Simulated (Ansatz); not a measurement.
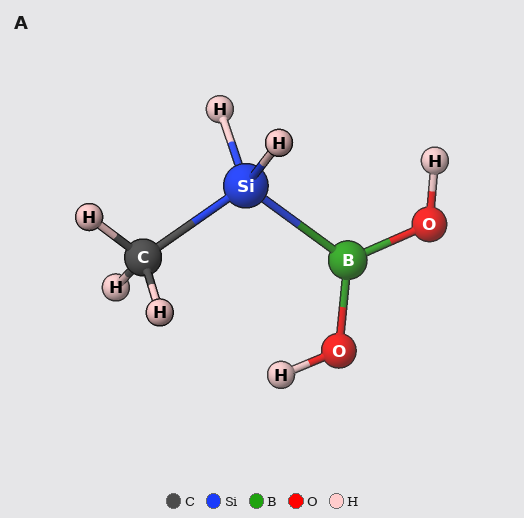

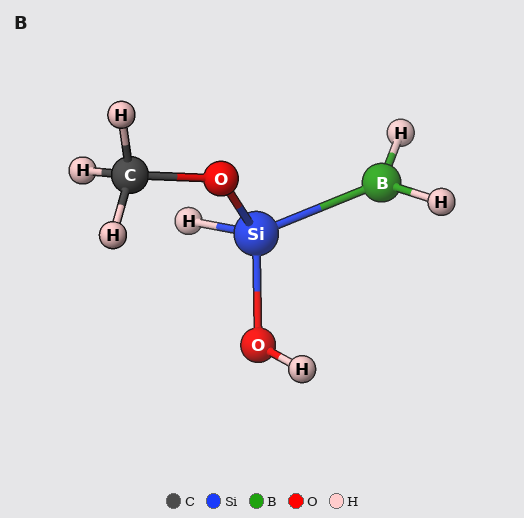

2 stationary structures of one formula. Geometries: PBE0-D4/def2-TZVP. Electronic energies: CCSD(T)/CBS (MP2 limit from def2-TZVPP and def2-QZVPP plus CCSD(T) − MP2) (Ansatz 0.2.0), without zero-point energy. No frequency run is at hand to confirm each as a minimum. Each is one conformer, not always the lowest.

### Which is lowest in energy, and by how much?

A is lowest; B lies 1.825 eV above it. A is `C[SiH2]B(O)O`, B is `B[Si@@H](O)OC`.
